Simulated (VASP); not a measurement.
Band structure of ZnF2 (space group P4_2/mnm). Calculation: PBE GGA, VASP's PBE PAW potentials (set 64) (plane waves; VASP).

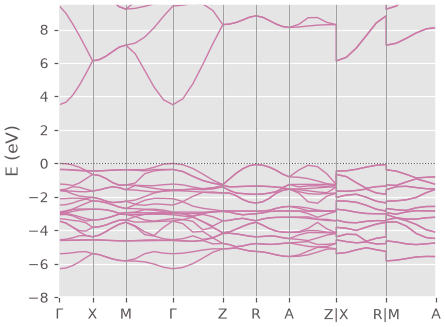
Figure: Bands along high-symmetry lines, zero at the valence-band maximum or, without a gap, the Fermi level

Question: Read the plot: is there a gap, and where are the band edges?

Answer: The gap is direct, 3.51 eV, from the valence maximum at Γ to the conduction minimum at Γ.

The structure is a typed ZnF2 crystal (P4_2/mnm). The cell was not relaxed at this level.
